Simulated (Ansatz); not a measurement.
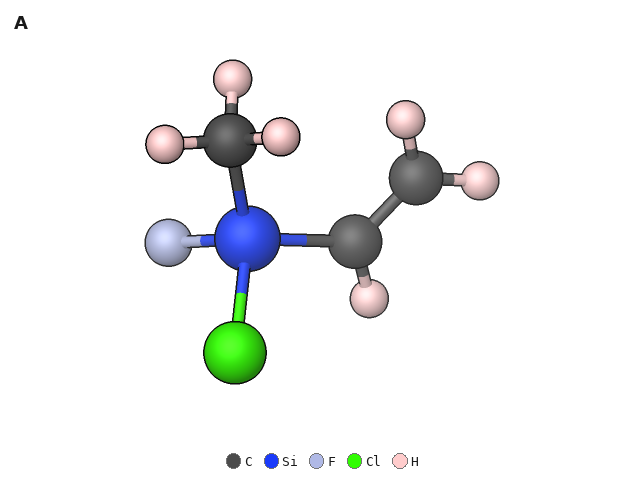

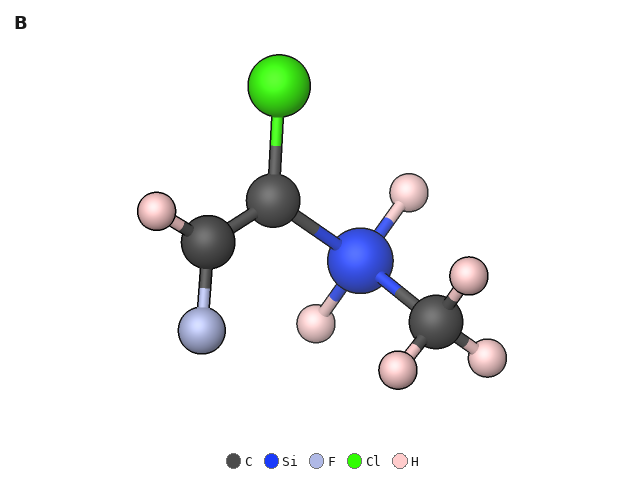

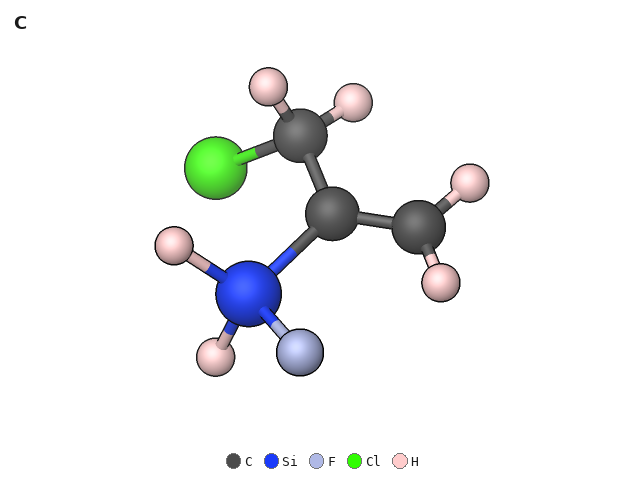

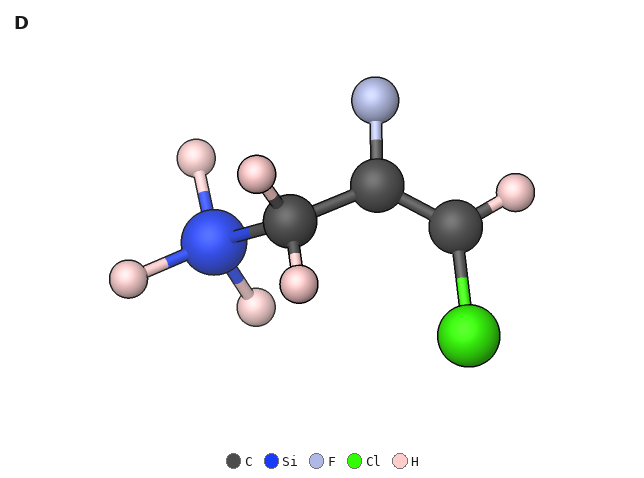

4 stationary structures of one formula. Geometries: PBE-D4/def2-SVP. Electronic energies: PBE-D4/def2-SVP (Ansatz 0.2.0), without zero-point energy. No frequency run is at hand to confirm each as a minimum. Each is one conformer, not always the lowest.

How are they related?

Answer. They are constitutional isomers of C3H6ClFSi: A `C=C[Si@@](C)(F)Cl`, B `C[SiH2]/C(Cl)=C\F`, C `C=C(CCl)[SiH2]F`, D `F/C(=C/Cl)C[SiH3]`.

Which structure is the most stable?

Answer. A is lowest; C lies 48.8 kcal/mol above it, B lies 79.9 kcal/mol above it, D lies 84.5 kcal/mol above it.
